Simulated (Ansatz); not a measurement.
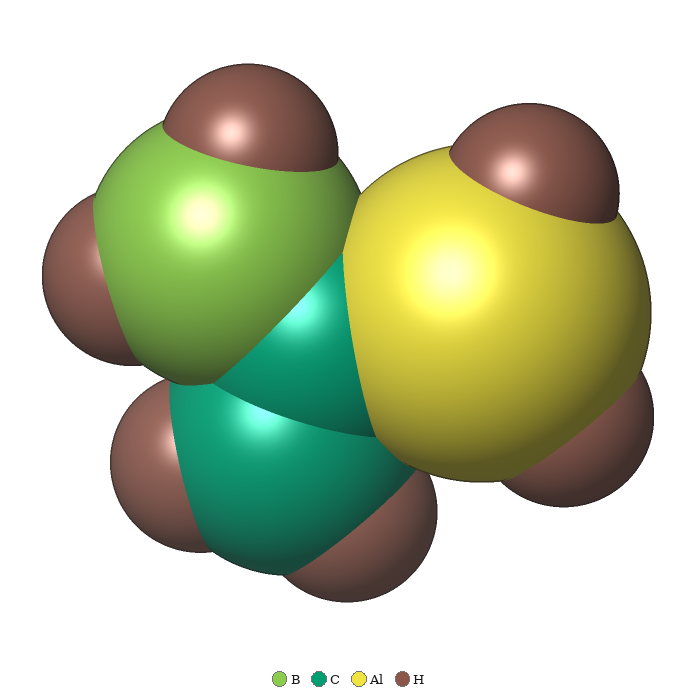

The geometry was computed by an optimisation with PBE0-D4/def2-TZVP.

Draw it as a skeletal formula.

SMILES: B[C](=C)[AlH2]

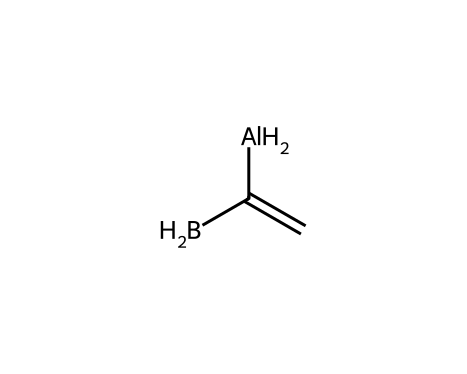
